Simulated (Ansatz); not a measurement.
```xyz
5

Cu   -0.0011   -0.0031    0.0000
N     0.0008    0.0107    1.8724
N     0.0020    0.0180    2.9858
N    -0.0004   -0.0107   -1.8724
N    -0.0012   -0.0149   -2.9858
```

Geometry: PBE-D4/def2-SVP.

Theory: Ansatz 0.2.0, RKS PBE0-D4/def2-TZVP.

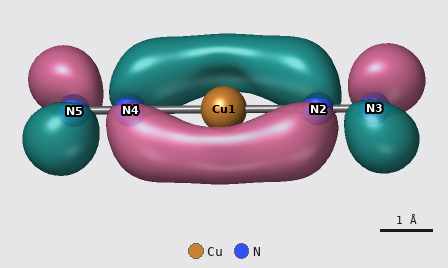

CuN$_{4}$ (charge +1). The LUMO at ±0.1 Å⁻³ᐟ² (teal and pink are the two phases), seen from one side.

Question: Describe this orbital and give its energy.

Answer: It lies mainly on N3 (about 25 %), N5 (about 25 %), N4 (about 20 %), N2 (about 20 %) and Cu1 (about 15 %); it is ungerade (odd under inversion). It is one of a degenerate set, so its orientation is arbitrary. Its energy is −7.52 eV.
